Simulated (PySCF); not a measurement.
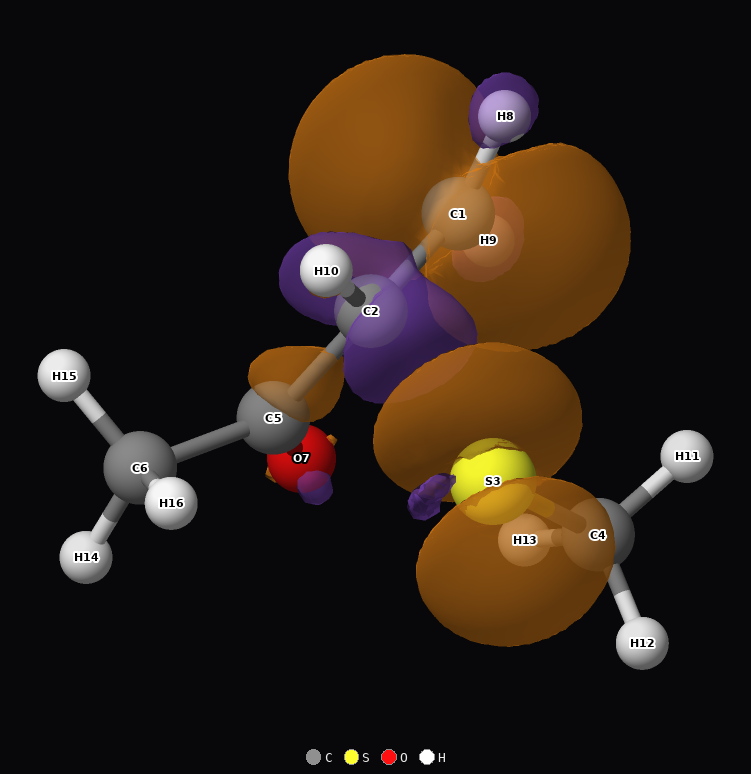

Figure. C$_{5}$H$_{9}$OS (doublet). Isosurfaces of the spin density (α minus β) at +0.015 (orange) and −0.015 e/Å³ (purple), seen at a tilt.

Geometry: GFN2-xTB.

Theory: UKS B3LYP, pcH-1 on C H O S, non-relativistic, mean-field spin-orbit, GIAO (PySCF 2.14.0, density-fitted response routines).

```yaml
atoms:
  - { symbol: C, position_ang: [-0.4395, 1.5737, 1.0649] }
  - { symbol: C, position_ang: [0.4626, 0.8486, 0.2828] }
  - { symbol: S, position_ang: [-0.3040, 0.4493, -1.5780] }
  - { symbol: C, position_ang: [-1.9482, -0.1395, -1.1432] }
  - { symbol: C, position_ang: [0.6361, -0.6225, 0.5559] }
  - { symbol: C, position_ang: [1.9739, -1.1776, 0.1480] }
  - { symbol: O, position_ang: [-0.2377, -1.2865, 1.0631] }
  - { symbol: H, position_ang: [-0.4011, 2.6452, 1.1167] }
  - { symbol: H, position_ang: [-1.2461, 1.0637, 1.5607] }
  - { symbol: H, position_ang: [1.3617, 1.3652, -0.0383] }
  - { symbol: H, position_ang: [-2.5857, 0.7011, -0.8842] }
  - { symbol: H, position_ang: [-2.3325, -0.6492, -2.0215] }
  - { symbol: H, position_ang: [-1.8641, -0.8425, -0.3153] }
  - { symbol: H, position_ang: [1.9615, -2.2618, 0.2223] }
  - { symbol: H, position_ang: [2.7338, -0.7822, 0.8210] }
  - { symbol: H, position_ang: [2.2217, -0.8760, -0.8662] }
```

**Where is the unpaired spin?**

The unpaired spin (1 electron) lies mostly on C1 (about 0.6) and S3 (about 0.3), in electrons by Hirshfeld's partition.
